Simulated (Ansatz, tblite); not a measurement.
# (H2Ga-mu-OH)2 (Ga2H6O2): rung by rung

How do method and basis change the picture of (H2Ga-mu-OH)2 (Ga2H6O2) (singlet)?

Program: Ansatz 0.2.0, Gaussian basis. Level of theory: as each input shows. These are calculated values, not measurements.

The runs, in order: GFN1-xTB, GFN2-xTB, PBE-D4/def2-TZVP, r2SCAN-D4/def2-TZVP, PBE-QIDH/def2-TZVP, LDA/def2-TZVP, r2SCANh-D4/def2-TZVP, r2SCAN0-D4/def2-TZVP, B97M-V/def2-TZVP, ωB97M-V/def2-TZVP, B2PLYP/def2-TZVP, PBE-D4/def2-SVP, PBE0-D4/def2-SVP, HF/STO-3G, PBE0-D4/def2-TZVPD, PBE-D4/def2-TZVPD, r2SCAN-D4/def2-TZVPD, CCSD(T)/def2-TZVP, RPA/def2-TZVP.

### 1 The geometry

The singlet was relaxed beforehand with PBE-D4/def2-SVP.

10 atoms, charge 0, spin multiplicity 1.

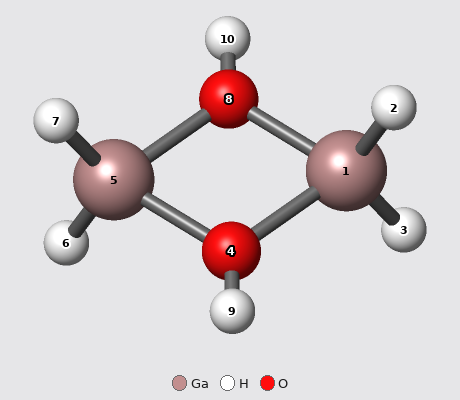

The structure; gallium pink, hydrogen white, oxygen red; atoms are numbered from 1 in the order of the file.

Coordinates:

```xyz
10

Ga   -0.7003   -1.1976    0.6665
H     0.2336   -2.2079    1.4366
H    -2.2665   -1.2666    0.4985
O    -0.1392    0.6536    1.0271
Ga    0.6989    1.1980   -0.6671
H    -0.2373    2.2069   -1.4363
H     2.2652    1.2693   -0.5008
O     0.1392   -0.6536   -1.0269
H    -0.2467    1.1690    1.8402
H     0.2531   -1.1712   -1.8378
```

PBE0-D4/def2-TZVP was run before; its log isn't repeated, and its numbers join the tables.

### 2 GFN1-xTB

Tight binding, by tblite at 300 K electronic temperature and without a spin-polarisation term:

```python
tblite.interface.Calculator('GFN1-xTB', numbers, positions, charge=0, uhf=0).singlepoint()
```

Energy -418.6165 eV, HOMO -11.29 eV, LUMO -5.07 eV; 0.005 s.

### 3 GFN2-xTB

Tight binding, by tblite at 300 K electronic temperature and without a spin-polarisation term:

```python
tblite.interface.Calculator('GFN2-xTB', numbers, positions, charge=0, uhf=0).singlepoint()
```

Energy -372.5819 eV, HOMO -11.25 eV, LUMO -5.34 eV; 0.003 s.

### 4 PBE-D4/def2-TZVP

start.molden holds the orbitals of an earlier run on this state, given as this run's starting guess.

in.yaml reads:

```yaml
crystal:
  periodic: [false, false, false]
  atoms:
    - {symbol: Ga, position_ang: [-0.700332, -1.197578, 0.666520]}
    - {symbol: H, position_ang: [0.233604, -2.207890, 1.436647]}
    - {symbol: H, position_ang: [-2.266520, -1.266631, 0.498474]}
    - {symbol: O, position_ang: [-0.139176, 0.653630, 1.027073]}
    - {symbol: Ga, position_ang: [0.698892, 1.198031, -0.667063]}
    - {symbol: H, position_ang: [-0.237266, 2.206938, -1.436272]}
    - {symbol: H, position_ang: [2.265213, 1.269290, -0.500835]}
    - {symbol: O, position_ang: [0.139245, -0.653648, -1.026902]}
    - {symbol: H, position_ang: [-0.246738, 1.169022, 1.840203]}
    - {symbol: H, position_ang: [0.253059, -1.171164, -1.837836]}
basis:
  gaussian: {orbitals: def2-TZVP, initial_orbitals: start.molden}
hamiltonian: {xc: pbe, dispersion: d4}
scf: {omitted_lower_state_checks: [starts]}
output: {forces: true, orbitals: {seedname: orbitals}}
```

Launch:

```sh
> ansatz run in.yaml --threads 2 --pin off --events-out ev --progress --plain --max-ram 4352MiB
```

Further steps of the session: r2SCAN-D4/def2-TZVP; PBE-QIDH/def2-TZVP; LDA/def2-TZVP; r2SCANh-D4/def2-TZVP; r2SCAN0-D4/def2-TZVP; B97M-V/def2-TZVP; ωB97M-V/def2-TZVP; B2PLYP/def2-TZVP; PBE-D4/def2-SVP; PBE0-D4/def2-SVP; HF/STO-3G; PBE0-D4/def2-TZVPD; PBE-D4/def2-TZVPD; r2SCAN-D4/def2-TZVPD; CCSD(T)/def2-TZVP; RPA/def2-TZVP.

Before running them: what should the planned runs give, taken together? Wanted: gap in def2-TZVP, named functionals, smallest and largest; correlation energy, CCSD(T)/def2-TZVP; binding an atom, CCSD(T)/def2-TZVP; PBE0 total energy, smallest basis above largest.

The runs gave:

| quantity | value |
| --- | --- |
| gap in def2-TZVP, named functionals, smallest and largest | 4.74 eV (LDA), 10.85 eV (ωB97M-V) |
| correlation energy, CCSD(T)/def2-TZVP | -27.14 eV |
| binding an atom, CCSD(T)/def2-TZVP | 2.997 eV |
| PBE0 total energy, smallest basis above largest | 18.44 eV (def2-SVP, def2-TZVPD) |

What this shows: Over the named functionals in def2-TZVP the gap runs from 4.74 eV (LDA) to 10.85 eV (ωB97M-V); exact exchange widens it. The functionals in def2-TZVP miss CCSD(T)/def2-TZVP by +0.004 (PBE0-D4) to +0.503 eV (LDA) an atom. The reference is CCSD(T) in one finite basis, so it carries an error of its own, often a tenth of an eV or more, and near misses can't be ranked.
